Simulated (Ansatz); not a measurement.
```xyz
8

F    -0.7479   -1.4531    0.7313
F    -0.4723   -3.8994    0.9364
Ga   -1.8785   -2.8841    0.0572
Ga    0.6638   -2.4685    1.6014
H    -1.6273   -2.9843   -1.4734
H    -3.1333   -2.9488    0.9719
H     0.4262   -2.3668    3.1339
H     1.9107   -2.4054    0.6756
```

Geometry: PBE0-D4/def2-SVP.

The calculation used Ansatz, isolated molecule in a Gaussian basis; Kohn-Sham density functional theory, functional PBE0.

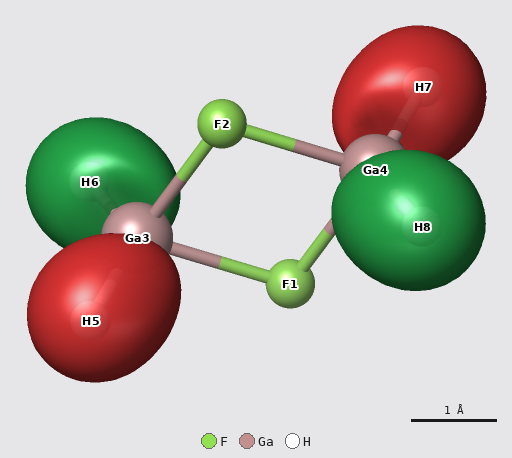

F2Ga2H4 (SMILES [F+]1[GaH2-][F+][GaH2-]1). The HOMO−1 at ±0.15 Å⁻³ᐟ² (green and red are the two phases), seen at an oblique angle.

Q: What is the character of this orbital?

A: Its weight (Hirshfeld) is mainly on Ga3 (about 20 %), Ga4 (about 20 %), H5 (about 15 %), H6 (about 15 %), H7 (about 15 %) and H8 (about 15 %); it is gerade (even under inversion). Its energy is −9.05 eV.
